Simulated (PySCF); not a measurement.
## Electronic structure of C2H10BNO2Si2 in real space

```xyz
18

O     2.2724   -1.3987   -0.4831
B     1.8826   -0.1001   -0.5882
O     2.6513    0.7283   -1.3628
C     0.5542    0.3690    0.1093
C     0.0330   -0.5423    1.2445
Si   -1.8200   -0.2496    1.4714
N    -2.2144    0.2276   -0.1631
Si   -0.8331    0.5021   -1.1850
H     3.0681   -1.5652   -1.0008
H     2.3289    1.6332   -1.3896
H     0.6718    1.4061    0.4765
H     0.1794   -1.5980    0.9604
H     0.6082   -0.3955    2.1729
H    -2.1222    0.8217    2.4788
H    -2.5707   -1.4712    1.9046
H    -3.1681    0.3049   -0.4977
H    -0.6979   -0.5096   -2.2832
H    -0.8379    1.8472   -1.8496
```

Geometry: PBE0-D3(BJ)/def2-SVP.

Level of theory: PySCF, PBE0/pcSseg-1, SCF density, gas phase, non-relativistic.

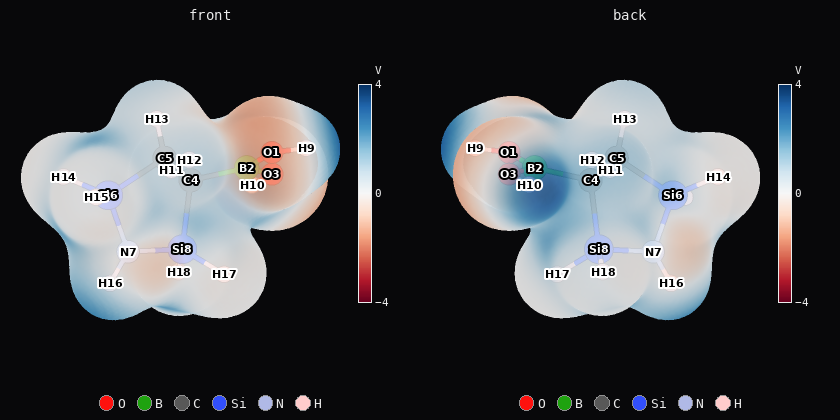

Figure 1. The electrostatic potential painted on the density surface at 0.004 e/bohr³, seen from the front and from behind; the colour scale runs from red (negative) to blue (positive).

> Which sites attract a positive test charge, and which a negative one?

A positive charge is drawn to the negative regions and a negative charge to the positive ones. The most negative region (about −1.6 V) lies over O1, the most positive (about +3.2 V) over H10. O1 is the likeliest acceptor of a hydrogen bond.

> What dipole moment does the calculation give?

Its dipole moment is 1.23 D.

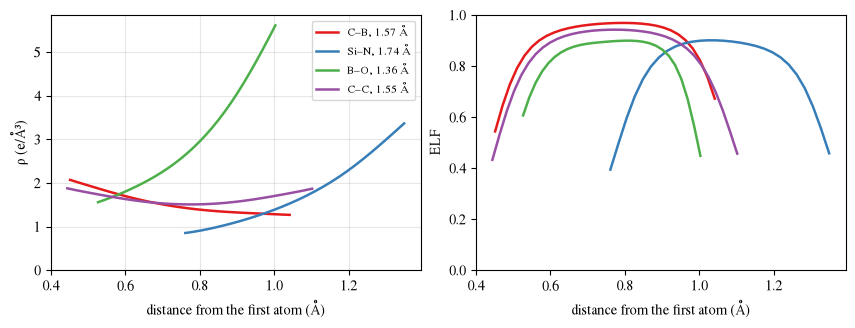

Figure 2. Electron density and electron localisation function along straight lines between neighbouring atoms. The curves leave out the atomic cores.

> What can be read from the curves?

C–B (1.57 Å): the density is about 1.4 e/Å³ at the midpoint; the ELF peaks at about 0.95 between the atoms; a covalent bond.
Si–N (1.74 Å): the density is about 1 e/Å³ at the midpoint; the ELF peaks at about 0.90 between the atoms: a polar covalent bond.
B–O (1.36 Å): ρ is about 2.1 e/Å³ halfway; the ELF peaks at about 0.90 between the atoms; a short, strongly polar bond.
C–C (1.55 Å): ρ at the midpoint is about 1.5 e/Å³; the ELF peaks at about 0.95 between the atoms (a covalent bond).
